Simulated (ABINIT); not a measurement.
# Converging GW for SiC (F-43m) in ABINIT

What does each rung of G0W0 on SiC (F-43m) cost, and what does it buy?

Program: ABINIT 10.8.3. Level of theory: LDA and many-body steps on it, plane waves. Results are calculated unless marked as measured.

**1. The structure**

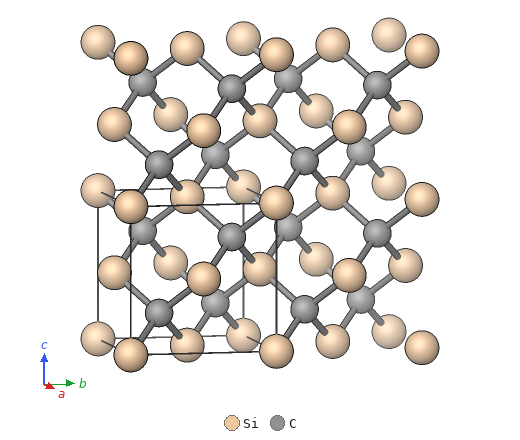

The cell as given, slightly off an axis (silicon light orange, carbon grey). 1×2×2 cells are drawn. This picture shows the conventional cell, with its axes. Bonds to atoms that aren't drawn are left out. Some periodic images of atoms are drawn too.

The cell and positions come from the Crystallography Open Database and are kept as given unless a step says otherwise.

**2. Empty states on the mesh, 6×6×6 mesh, 537 bands**

This step: ABINIT 10.8.3; DFT, LDA, plane waves, norm-conserving pseudopotentials.

The sums over transitions need many empty states on a uniform mesh; this step solves for them.

run.abi

```
acell 3*1.0 Angstrom
rprim 
  -0.000000000000 2.179000000000 2.179000000000
  2.179000000000 -0.000000000000 2.179000000000
  2.179000000000 2.179000000000 -0.000000000000
ntypat 2
znucl 14 6
natom 2
typat 1 2
xred 
  0.000000000000 0.000000000000 0.000000000000
  0.250000000000 0.250000000000 0.250000000000
pp_dirpath "pseudos"
pseudos "Si.upf, C.upf"
ecut 37
ngkpt 6 6 6
nshiftk 1
shiftk 0 0 0
kptopt 1
chksymbreak 0
irdden 1
istwfk *1
nband 537
prtvol 0
optdriver 6
gwr_task "HDIAGO"
paral_kgb 0
occopt 1
indata_prefix "in"
outdata_prefix "out"
tmpdata_prefix "tmp"
```

Started as:

```console
OMP_NUM_THREADS=1 mpirun -n 4 abinit run.abi > log
```

The program printed:

```text
.Version 10.8.3 of ABINIT. v10.8.2 released Aug 2026.

 Symmetries : space group F-4 3 m (#216); Bravais cF (face-center cubic)
[... echo of the input left out ...]
== DATASET  1 ==================================================================
-   mpi_nproc: 4, omp_nthreads: 1 (-1 if OMP is not activated)

--- !DatasetInfo
iteration_state: {dtset: 1, }
dimensions: {natom: 2, nkpt: 16, mband: 537, nsppol: 1, nspinor: 1, nspden: 1, mpw: 1524, }
cutoff_energies: {ecut:  37.0, pawecutdg:  -1.0, }
[...]
Indirect band gap semiconductor
 Fundamental gap:     1.327 (eV)
   VBM:     7.107 (eV) at k: [ 0.0000E+00,  0.0000E+00,  0.0000E+00]
   CBM:     8.434 (eV) at k: [ 5.0000E-01,  5.0000E-01,  0.0000E+00]
 Direct gap:         4.526 (eV) at k: [ 5.0000E-01,  5.0000E-01,  0.0000E+00]

== END DATASET(S) ==============================================================
================================================================================

 -outvars: echo values of variables after computation  --------
           etotal      0.0000000000E+00
            nband         537
             nkpt          16
          spgroup         216
 [... the other variables as echoed above ...]

 Calculation completed.
```

Elapsed: 16 s, on 4 MPI ranks of Arm Neoverse V1, shared host; peak memory 0.77 GiB; 64 s of CPU time.

This step gave:

- gap: 1.327 eV
- k of the valence top: 0, 0, 0
- k of the conduction bottom: 0.5, 0.5, 0
- least direct gap: 4.526 eV
- k points computed: 16
- lowest point of the top converged band, above the valence top: 453.3010 eV

On this mesh the gap is 1.327 eV.

The density comes from a self-consistent run that is not shown.

**3. Screening, 6×6×6 mesh, 108 bands, screening to 203.5 eV**

The RPA dielectric matrix is built and inverted for each q.

This step: RPA screening on LDA, plane waves, norm-conserving pseudopotentials.

run.abi: that of step 2 with these lines changed.

```diff
@@ -20,10 +20,11 @@
 chksymbreak 0
-irdden 1
 istwfk *1
-nband 537
-prtvol 0
-optdriver 6
-gwr_task "HDIAGO"
-paral_kgb 0
 occopt 1
+irdwfk 1
+optdriver 3
+nband 108
+ecuteps 7.48
+inclvkb 2
+awtr 1
+symchi 1
 indata_prefix "in"
```

The program printed:

```text
.Version 10.8.3 of ABINIT. v10.8.2 released Aug 2026.

 Symmetries : space group F-4 3 m (#216); Bravais cF (face-center cubic)
[... echo of the input left out ...]
== DATASET  1 ==================================================================
-   mpi_nproc: 4, omp_nthreads: 1 (-1 if OMP is not activated)

--- !DatasetInfo
iteration_state: {dtset: 1, }
dimensions: {natom: 2, nkpt: 16, mband: 108, nsppol: 1, nspinor: 1, nspden: 1, mpw: 1524, }
cutoff_energies: {ecut:  37.0, pawecutdg:  -1.0, }
electrons: {nelect:   8.00000000E+00, charge:   0.00000000E+00, occopt:   1.00000000E+00, tsmear:   1.00000000E-02, }

 SCREENING: Calculation of the susceptibility and dielectric matrices

 Based on a program developped by R.W. Godby, V. Olevano, G. Onida, and L. Reining.
 Incorporated in ABINIT by V. Olevano, G.-M. Rignanese, and M. Torrent.
.Using double precision arithmetic ; gwpc =  8

[... cell and pseudopotentials left out ...]
--------------------------------------------------------------------------------

 ==== K-mesh for the wavefunctions ====
 Number of points in the irreducible wedge :    16
[... list of points left out ...]
 Together with 24 symmetry operations and time-reversal symmetry
 yields   216 points in the full Brillouin Zone.

 ==== Q-mesh for the screening function ====
 Number of points in the irreducible wedge :    16
[... list of points left out ...]
 Together with 24 symmetry operations and time-reversal symmetry
 yields   216 points in the full Brillouin Zone.

 setmesh: FFT mesh size selected  =    24x   24x   24
          total number of points  =        13824

 vcoul_init : cutoff-mode = AUXILIARY_FUNCTION
 q-points for optical limit:   1
     1)      0.000010    0.000020    0.000030

- screening: taking advantage of time-reversal symmetry
- Maximum band index for partially occupied states nbvw = 4
- Remaining bands to be divided among processors   nbcw = 104
- Number of bands treated by each node ~26

 Number of electrons calculated from density =    8.0000; Expected =    8.0000
 average of density, n =  0.057292
 r_s =    1.6092
 omega_plasma =   23.0888 [eV]

 calculating chi0 at frequencies [eV] :
  1    0.000000E+00    0.000000E+00
  2    0.000000E+00    2.308880E+01

--------------------------------------------------------------------------------
  q-point number  1        q = ( 0.000000, 0.000000, 0.000000) [r.l.u.]
--------------------------------------------------------------------------------
[... chi0 elements left out ...]
 For q-point:  0.000010 0.000020 0.000030
  dielectric constant =   7.1965
  dielectric constant without local fields =   7.8570

  Average fulfillment of the sum rule on Im[epsilon] for q-point    1 :     92.47  [%]
[... wings left out ...]
  q-point number  2        q = ( 0.166667, 0.000000, 0.000000) [r.l.u.]
--------------------------------------------------------------------------------
[... chi0 elements left out ...]
  Average fulfillment of the sum rule on Im[epsilon] for q-point    2 :     96.28  [%]

 [... 14 further q-points ...]
```

Elapsed: 41 s, on 4 MPI ranks; peak memory 0.78 GiB.

This step gave:

```
ε∞ with local fields, on this mesh, along the program's q direction : 7.197
the same without local fields                                       : 7.857
plasma frequency                                                    : 23.09 eV
plane waves in the screening matrix                                 : 137
```

Local fields lower ε∞ by 8 %.

**4. 108 bands, 203.5 eV**

The self-energy is evaluated for the states that the input lists, and the levels follow from it, in one-shot runs by the linearised quasiparticle equation.

This step: G0W0 on LDA, plane waves, norm-conserving pseudopotentials.

run.abi: that of step 3 with these lines changed.

```diff
@@ -23,8 +23,19 @@
 irdwfk 1
-optdriver 3
+optdriver 4
 nband 108
+gwcalctyp 0
+ecutsigx 37
+symsigma 1
+nkptgw 3
+kptgw 
+  0.0000000000 0.0000000000 0.0000000000
+  0.5000000000 0.5000000000 0.0000000000
+  0.5000000000 0.0000000000 0.0000000000
+bdgw 
+  2 8
+  3 6
+  3 7
 ecuteps 7.48
-inclvkb 2
-awtr 1
-symchi 1
+irdscr 1
+ppmodel 1
 indata_prefix "in"
```

The program printed:

```text
.Version 10.8.3 of ABINIT. v10.8.2 released Aug 2026.

 Symmetries : space group F-4 3 m (#216); Bravais cF (face-center cubic)
[... echo of the input left out ...]
== DATASET  1 ==================================================================
-   mpi_nproc: 4, omp_nthreads: 1 (-1 if OMP is not activated)

--- !DatasetInfo
iteration_state: {dtset: 1, }
dimensions: {natom: 2, nkpt: 16, mband: 108, nsppol: 1, nspinor: 1, nspden: 1, mpw: 1524, }
cutoff_energies: {ecut:  37.0, pawecutdg:  -1.0, }
electrons: {nelect:   8.00000000E+00, charge:   0.00000000E+00, occopt:   1.00000000E+00, tsmear:   1.00000000E-02, }

 SIGMA: Calculation of the GW corrections

 Based on a program developped by R.W. Godby, V. Olevano, G. Onida, and L. Reining.
 Incorporated in ABINIT by V. Olevano, G.-M. Rignanese, and M. Torrent.
.Using double precision arithmetic ; gwpc =  8

[... cell and pseudopotentials left out ...]
--------------------------------------------------------------------------------

 ==== K-mesh for the wavefunctions ====
 Number of points in the irreducible wedge :    16
[... list of points left out ...]
 Together with 24 symmetry operations and time-reversal symmetry
 yields   216 points in the full Brillouin Zone.

 ==== Q-mesh for screening function ====
 Number of points in the irreducible wedge :    16
[... list of points left out ...]
 Together with 24 symmetry operations and time-reversal symmetry
 yields   216 points in the full Brillouin Zone.

 vcoul_init : cutoff-mode = AUXILIARY_FUNCTION
 q-points for optical limit:   1
     1)      0.000010    0.000020    0.000030
 setmesh: FFT mesh size selected  =    32x   32x   32
          total number of points  =        32768

 Number of electrons calculated from density =    8.0000; Expected =    8.0000
 average of density, n =  0.057292
 r_s =    1.6092
 omega_plasma =   23.0888 [eV]

 === KS Band Gaps ===
  >>>> For spin  1
   Minimum direct gap =   4.5260 [eV], located at k-point      :   0.5000  0.5000  0.0000
   Fundamental gap    =   1.3272 [eV], Top of valence bands at :   0.0000  0.0000  0.0000
                                       Bottom of conduction at :   0.5000  0.5000  0.0000
 SIGMA fundamental parameters:
 PLASMON POLE MODEL  1
 number of plane-waves for SigmaX                 1459
 number of plane-waves for SigmaC and W            137
 number of plane-waves for wavefunctions          1459
 number of bands                                   108
 number of independent spin polarizations            1
 number of spinorial components                      1
 number of k-points in IBZ                          16
 number of q-points in IBZ                          16
 number of symmetry operations                      24
 number of k-points in BZ                          216
 number of q-points in BZ                          216
 number of frequencies for dSigma/dE                 9
 frequency step for dSigma/dE [eV]                0.25
 number of omega for Sigma on real axis              0
 max omega for Sigma on real axis  [eV]           0.00
 zcut for avoiding poles [eV]                     0.10

 EPSILON^-1 parameters (SCR file):
 dimension of the eps^-1 matrix on file            137
 dimension of the eps^-1 matrix used               137
 number of plane-waves for wavefunctions          1459
 number of bands                                   108
 number of q-points in IBZ                          16
 number of frequencies                               2
 number of real frequencies                          1
 number of imag frequencies                          1

 matrix elements of self-energy operator (all in [eV])

 Perturbative Calculation

--- !SelfEnergy_ee
iteration_state: {dtset: 1, }
kpoint     : [   0.000,    0.000,    0.000, ]
spin       : 1
KS_gap     :    6.285
QP_gap     :    7.250
Delta_QP_KS:    0.964
data: !SigmaeeData |
     Band     E0 <VxcDFT>   SigX SigC(E0)      Z dSigC/dE  Sig(E)    E-E0       E
        2   7.107 -14.825 -17.542   1.903   0.791  -0.264 -15.469  -0.644   6.463
        3   7.107 -14.825 -17.542   1.903   0.791  -0.264 -15.469  -0.644   6.463
        4   7.107 -14.825 -17.542   1.903   0.791  -0.264 -15.469  -0.644   6.463
        5  13.392 -13.266  -7.555  -5.304   0.788  -0.269 -12.945   0.320  13.713
        6  14.309 -11.391  -5.848  -5.141   0.804  -0.243 -11.068   0.324  14.633
        7  14.309 -11.391  -5.848  -5.141   0.804  -0.243 -11.068   0.324  14.633
[...]
--- !SelfEnergy_ee
iteration_state: {dtset: 1, }
kpoint     : [   0.500,    0.500,    0.000, ]
spin       : 1
KS_gap     :    4.526
QP_gap     :    5.683
Delta_QP_KS:    1.157
data: !SigmaeeData |
     Band     E0 <VxcDFT>   SigX SigC(E0)      Z dSigC/dE  Sig(E)    E-E0       E
[...]
--- !SelfEnergy_ee
iteration_state: {dtset: 1, }
kpoint     : [   0.500,    0.000,    0.000, ]
spin       : 1
KS_gap     :    6.446
QP_gap     :    7.544
Delta_QP_KS:    1.099
data: !SigmaeeData |
     Band     E0 <VxcDFT>   SigX SigC(E0)      Z dSigC/dE  Sig(E)    E-E0       E
[...]
5  12.493 -12.249  -6.953  -4.868   0.804  -0.244 -11.905   0.344  12.837
        6  14.259 -11.096  -5.446  -5.112   0.808  -0.237 -10.661   0.434  14.693
        7  14.259 -11.096  -5.446  -5.112   0.808  -0.237 -10.661   0.434  14.693

== END DATASET(S) ==============================================================
================================================================================

 -outvars: echo values of variables after computation  --------
           etotal      0.0000000000E+00
            nband         108
             nkpt          16
          spgroup         216
 [... the other variables as echoed above ...]

 Calculation completed.
```

Elapsed: 13 s, on 4 MPI ranks; peak memory 0.79 GiB.

Numbers from this step:

| Property | Result |
| --- | --- |
| G0W0 gap on the points computed | 2.227 eV |
| starting gap on the mesh | 1.327 eV |
| k of the valence top | 0, 0, 0 |
| k of the conduction bottom | 0.5, 0.5, 0 |
| Z at the valence top | 0.791 |
| Z at the conduction bottom | 0.819 |
| least direct G0W0 gap on the computed points | 5.683 eV |

The gap on the mesh goes from 1.33 eV to 2.23 eV, a correction of +0.90 eV.

**5. Screening, 6×6×6 mesh, 162 bands, screening to 269.4 eV**

This step: RPA screening on LDA, plane waves, norm-conserving pseudopotentials.

run.abi: that of step 4 with these lines changed.

```diff
@@ -23,19 +23,8 @@
 irdwfk 1
-optdriver 4
-nband 108
-gwcalctyp 0
-ecutsigx 37
-symsigma 1
-nkptgw 3
-kptgw 
-  0.0000000000 0.0000000000 0.0000000000
-  0.5000000000 0.5000000000 0.0000000000
-  0.5000000000 0.0000000000 0.0000000000
-bdgw 
-  2 8
-  3 6
-  3 7
-ecuteps 7.48
-irdscr 1
-ppmodel 1
+optdriver 3
+nband 162
+ecuteps 9.9
+inclvkb 2
+awtr 1
+symchi 1
 indata_prefix "in"
```

The program printed:

```text
.Version 10.8.3 of ABINIT. v10.8.2 released Aug 2026.

 Symmetries : space group F-4 3 m (#216); Bravais cF (face-center cubic)
[... echo of the input left out ...]
== DATASET  1 ==================================================================
-   mpi_nproc: 4, omp_nthreads: 1 (-1 if OMP is not activated)

--- !DatasetInfo
iteration_state: {dtset: 1, }
dimensions: {natom: 2, nkpt: 16, mband: 162, nsppol: 1, nspinor: 1, nspden: 1, mpw: 1524, }
cutoff_energies: {ecut:  37.0, pawecutdg:  -1.0, }
electrons: {nelect:   8.00000000E+00, charge:   0.00000000E+00, occopt:   1.00000000E+00, tsmear:   1.00000000E-02, }

 SCREENING: Calculation of the susceptibility and dielectric matrices

 Based on a program developped by R.W. Godby, V. Olevano, G. Onida, and L. Reining.
 Incorporated in ABINIT by V. Olevano, G.-M. Rignanese, and M. Torrent.
.Using double precision arithmetic ; gwpc =  8

[... cell and pseudopotentials left out ...]
--------------------------------------------------------------------------------

 ==== K-mesh for the wavefunctions ====
 Number of points in the irreducible wedge :    16
[... list of points left out ...]
 Together with 24 symmetry operations and time-reversal symmetry
 yields   216 points in the full Brillouin Zone.

 ==== Q-mesh for the screening function ====
 Number of points in the irreducible wedge :    16
[... list of points left out ...]
 Together with 24 symmetry operations and time-reversal symmetry
 yields   216 points in the full Brillouin Zone.

 setmesh: FFT mesh size selected  =    24x   24x   24
          total number of points  =        13824

 vcoul_init : cutoff-mode = AUXILIARY_FUNCTION
 q-points for optical limit:   1
     1)      0.000010    0.000020    0.000030

- screening: taking advantage of time-reversal symmetry
- Maximum band index for partially occupied states nbvw = 4
- Remaining bands to be divided among processors   nbcw = 158
- Number of bands treated by each node ~39

 Number of electrons calculated from density =    8.0000; Expected =    8.0000
 average of density, n =  0.057292
 r_s =    1.6092
 omega_plasma =   23.0888 [eV]

 calculating chi0 at frequencies [eV] :
  1    0.000000E+00    0.000000E+00
  2    0.000000E+00    2.308880E+01

--------------------------------------------------------------------------------
  q-point number  1        q = ( 0.000000, 0.000000, 0.000000) [r.l.u.]
--------------------------------------------------------------------------------
[... chi0 elements left out ...]
 For q-point:  0.000010 0.000020 0.000030
  dielectric constant =   7.1956
  dielectric constant without local fields =   7.8571

  Average fulfillment of the sum rule on Im[epsilon] for q-point    1 :     95.38  [%]
[... wings left out ...]
  q-point number  2        q = ( 0.166667, 0.000000, 0.000000) [r.l.u.]
--------------------------------------------------------------------------------
[... chi0 elements left out ...]
  Average fulfillment of the sum rule on Im[epsilon] for q-point    2 :     97.39  [%]

 [... 14 further q-points ...]
```

It took 70 s on 4 MPI ranks; peak memory 1 GiB.

Numbers from this step:

- ε∞ with local fields, on this mesh, along the program's q direction: 7.196
- the same without local fields: 7.857
- plasma frequency: 23.09 eV
- plane waves in the screening matrix: 181

(Part 1 of 2 ends here.)

[Paths, hosts, dates, memory and timing lines, banners, echoed tables and standing remarks are left out of the program output.]

[Logs are printed without paths, hosts, clocks, repeated set-up lines and the standing remarks that a program may print on its own settings, such as how far it seeks lower states.]

[Runs of the session that timed out or met a known fault of the program may be left out.]

[Hosts, paths, dates, database ids (printed as entryN), source tags and the programs' standing remarks are cut or masked in the printed files.]

[G0W0 gaps are taken among the corrected bands and points alone; a level outside them can change the order at an edge.]

[Where Ansatz stands beside ABINIT at settings called matched, ABINIT's density can come from a denser mesh and the files from another edition; pairs whose starting gaps differed by over 0.03 eV were left out, so agreement reads better than it is.]
